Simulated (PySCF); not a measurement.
**C4H5P, SMILES `C/C=C/C#P`: what the electrons do**

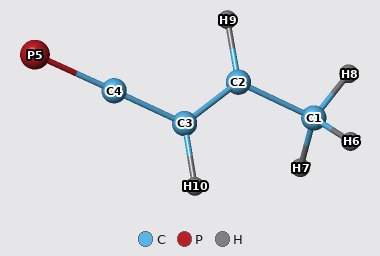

The molecule, with its atoms numbered as below. No frequency check shows the geometry to be a minimum.

Cartesian coordinates (Å):

```
C1       2.9177    0.0550    0.0003
C2       1.4653    0.3992    0.0000
C3       0.4900   -0.5194   -0.0003
C4      -0.8667   -0.2088   -0.0006
P5      -2.3902    0.1267    0.0002
H6       3.1714   -0.5419    0.8770
H7       3.1715   -0.5366   -0.8799
H8       3.5316    0.9512    0.0027
H9       1.2014    1.4477   -0.0005
H10      0.7399   -1.5763    0.0006
```

Part 1: Bonding charge

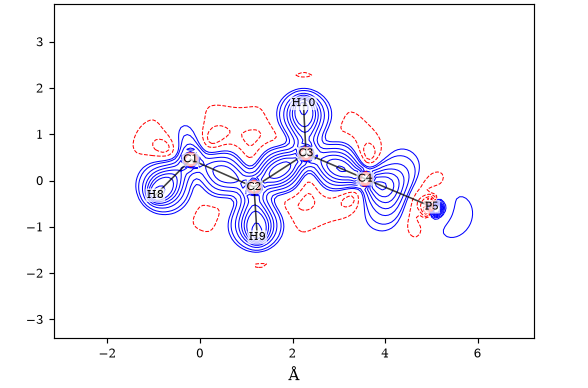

Deformation density (molecule less spherical, spin-averaged free atoms) in a plane through 8 of the atoms; contours at ±0.05 to ±0.8 e/Å³; solid blue lines: gain, dashed red lines: loss.

Computed with PySCF, PBE0/def2-SVPD, geometry: GFN2-xTB.

Question: How much density has each bond in this plane gained at its critical point, relative to the free atoms?

Answer: C2–H9: +0.74 e/Å³ at the bond critical point (bond length 1.08 Å). C3–H10: +0.69 e/Å³ at the bond critical point (bond length 1.09 Å). C1–H8: +0.69 e/Å³ at the bond critical point (bond length 1.09 Å). C2–C3: +0.68 e/Å³ at the bond critical point (bond length 1.34 Å). C3–C4: +0.59 e/Å³ at the bond critical point (bond length 1.39 Å). C1–C2: +0.48 e/Å³ at the bond critical point (bond length 1.49 Å). C4–P5: +0.15 e/Å³ at the bond critical point (bond length 1.56 Å). In all, 2.2 electrons gather in the regions of gain relative to the promolecule. A small or negative value marks a very polar bond, one between electron-rich atoms, whose free-atom densities already overlap strongly, a long bond to a heavier atom, or a closed-shell contact such as a hydrogen bond.

Question: Where do the Hirshfeld charges lie?

Answer: The highest Hirshfeld charge is on H10 (+0.06 e), the lowest on C1 (−0.11 e).

```tsv
atom	charge (e)
C1	−0.11
C2	0.00
C3	−0.06
C4	−0.10
P5	0.00
H6	+0.05
H7	+0.05
H8	+0.05
H9	+0.05
H10	+0.06
```

Part 2: Electrostatic potential

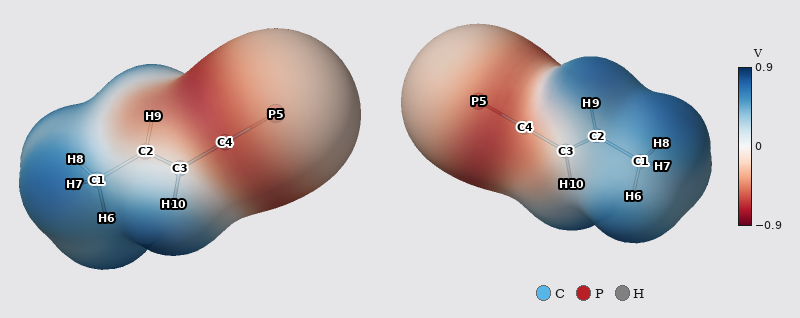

Electrostatic potential on the surface of electron density 0.001 a.u. (back view left, front view right).

Question: Where are the extremes of the potential on the surface?

Answer: Highest: 0.81 V, 1.3 Å from H10. Lowest: −0.66 V, 2.2 Å from C4, and at like points elsewhere. Further minima include 0.33 V, about equally far (1.6 Å) from H7 and H8, over C1 (2.0 Å), and at like points elsewhere. The surface is sampled at points, so like sites can differ by a few per cent and only the strongest of them is named.

Part 3: Excited states

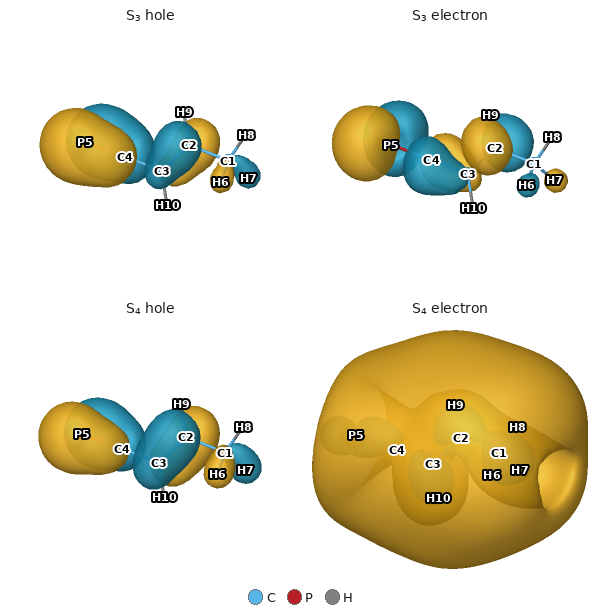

Leading natural transition orbitals (TDA singlet states).

Method: PBE0/def2-SVPD; geometry: GFN2-xTB; program: PySCF.

Question: Describe these excited states.

Answer: By state:
- S₃: 4.31 eV (288 nm), f = 0.169 (bright), π → π*; the leading pair carries 67 %; hole on P5 (50 %), C4 (29 %) and C2 (9 %), electron on P5 (48 %), C4 (24 %) and C2 (12 %) (shares are of the whole state, not of the leading pair alone); their centroids lie 0.1 Å apart.
- S₄: 6.38 eV (194 nm), f = 0.004, π → diffuse (Rydberg-like) orbital; the leading pair carries 99 %; hole on P5 (38 %), C2 (21 %) and C3 and C4 (15 % each), electron on P5 (14 %), H6, H7, H8 and H9 (11 % each) and H10 (9 %) (atom shares of so diffuse an orbital are rough); their centroids lie 1.8 Å apart.
